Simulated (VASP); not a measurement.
Band structure of C$_{2}$Si$_{6}$ (ordered alloy cell). Method: modified Becke-Johnson potential (mBJ), VASP's PBE PAW potentials (set 64) (plane waves; VASP 6.6.1).

mBJ is a potential without an energy functional, so only the levels count.

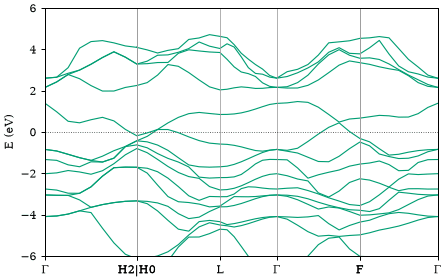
Figure: Bands along high-symmetry lines, zero at the valence-band maximum or, without a gap, the Fermi level

Task: Read the plot: is there a gap, and where are the band edges?

Result: It has no gap at this level: it comes out as a metal or semimetal.

The structure was generated: C2Si6 was put into an ordered model structure (R-3m), which need not be its known phase. It was relaxed first, which changed the volume by +11 %. The k-mesh is coarse (spacing up to 0.31 per Å, 2π included), so the numbers may not be converged in it. The cell's shape comes from a PBE relaxation.
